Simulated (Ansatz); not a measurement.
**Run report: CH8AlCl2NSi, single-point calculation**

System: CH8AlCl2NSi.
Method: RKS HSE06 (plane-wave form)-D4/def2-TZVPP (Ansatz 0.2.0).

The geometry comes from this level: PBE0-D4/def2-TZVP.

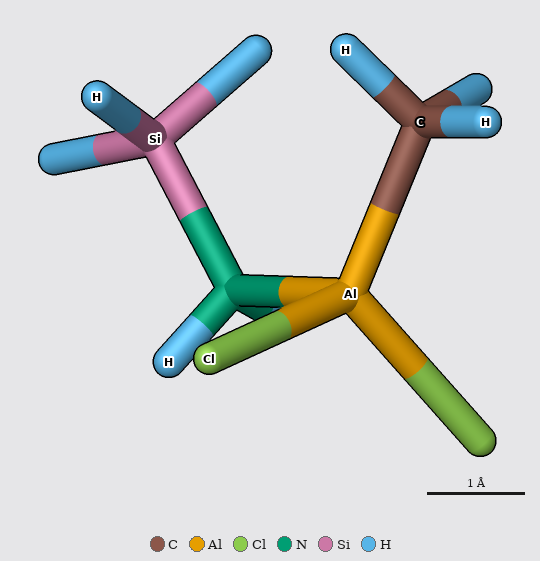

**Figure 1.** The structure (stick view, seen at a tilt). Sticks mark near contacts. Bond lengths as drawn: Al–C 1.95 Å, Al–Cl 2.14 Å, Al–N 2.03 Å, C–H 1.09 Å, H–N 1.02 Å, H–Si 1.48 Å and N–Si 1.79 Å.

### Input
```yaml
crystal:
  periodic: [false, false, false]
  atoms:
    - {symbol: C, position_ang: [0.430461, 1.334282, -1.367538]}
    - {symbol: Al, position_ang: [-0.436033, -0.404562, -1.255275]}
    - {symbol: Cl, position_ang: [0.735535, -2.118912, -1.769165]}
    - {symbol: Cl, position_ang: [-2.476864, -0.518247, -1.879629]}
    - {symbol: N, position_ang: [-0.702609, -0.844886, 0.710637]}
    - {symbol: Si, position_ang: [0.518297, -0.162466, 1.834859]}
    - {symbol: H, position_ang: [1.427053, 1.345751, -0.915714]}
    - {symbol: H, position_ang: [0.559497, 1.608925, -2.419076]}
    - {symbol: H, position_ang: [-0.163776, 2.127240, -0.903449]}
    - {symbol: H, position_ang: [-1.651678, -0.558267, 0.941815]}
    - {symbol: H, position_ang: [-0.697969, -1.863732, 0.718172]}
    - {symbol: H, position_ang: [1.843599, -0.470782, 1.263122]}
    - {symbol: H, position_ang: [0.353199, -0.791775, 3.167071]}
    - {symbol: H, position_ang: [0.248589, 1.288132, 1.902969]}
basis:
  gaussian: {orbitals: def2-TZVPP}
hamiltonian: {xc: hse06, dispersion: d4}
output: {orbitals: {seedname: orbitals}}
```

Launched with:
```bash
ansatz run in.yaml --threads 4 --pin off --events-out ev --progress --plain --max-ram 11315MiB
```

### The program's output
```
Functional definition: HSE06
  name "HSE06"
  cite "Heyd, Scuseria & Ernzerhof, J. Chem. Phys. 118, 8207 (2003) doi:10.1063/1.1564060"
  cite "Krukau, Vydrov, Izmaylov & Scuseria, J. Chem. Phys. 125, 224106 (2006) doi:10.1063/1.2404663"
  cite "Heyd & Scuseria, J. Chem. Phys. 120, 7274 (2004) doi:10.1063/1.1668634"
  cite "Ernzerhof & Perdew, J. Chem. Phys. 109, 3313 (1998) doi:10.1063/1.476928"
  cite "Perdew, Burke & Ernzerhof, Phys. Rev. Lett. 77, 3865 (1996) doi:10.1103/PhysRevLett.77.3865"
  parent pbe
  parameter a = 0.25
  parameter omega = 0.11/bohr
  # The whole range is PBE's own exchange, as in plane waves. The composition of these papers is wPBEh.
  exchange = pbe_x - a*pbe_x_sr(omega) + a*exact_x_sr(omega)
  correlation = pbe_c
2048 factors; their error is unknown
141 factors; integrals over basis functions are off by at most 4.8e-7 eV
mean field evaluation 1: about -42155.4396 eV, gradient 7.4e1 eV
mean field evaluation 2: about -42145.7446 eV, gradient 9.3e1 eV
mean field evaluation 4: about -42166.6405 eV, gradient 5.6e0 eV
mean field evaluation 8: about -42166.7042 eV, gradient 8.0e-2 eV
mean field evaluation 16: about -42166.7925 eV, gradient 4.8e-5 eV
mean field -42166.79252239 eV, -1549.6010435192 hartree, gradient 4.8e-5 eV, S^2 0.000000; 0 other end points of the search recorded, 0 dependent functions left out
reference -42166.79257535 eV, -1549.6010454657 hartree; 41, 41 occupied and 301, 301 virtual orbitals, 2048 factors
Total energy: -42167.13794545 eV, -1549.6137375825 hartree
```

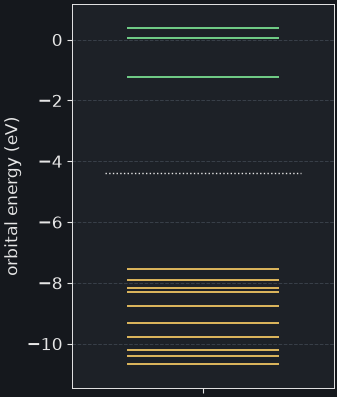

**Figure 2.** Orbital energies near the frontier; the dotted line parts filled from empty levels, and levels within 0.02 eV of each other stand side by side. Highest filled −7.54 eV, lowest empty −1.24 eV, 6.30 eV apart.

### Summary

| quantity | value |
| --- | --- |
| outcome | converged |
| total energy | −42167.1379 eV |
| mean-field energy | −42166.7926 eV |
| dispersion energy | −0.3454 eV |
| SCF solution under orbital rotations | stable |
| HOMO | −7.54 eV |
| LUMO | −1.24 eV |
| hardware | 4 threads of Arm Neoverse V2, 23 GiB of memory available, shared host |
| wall time | 7 s (CPU time 26 s) |
| peak memory | 1.5 GiB |
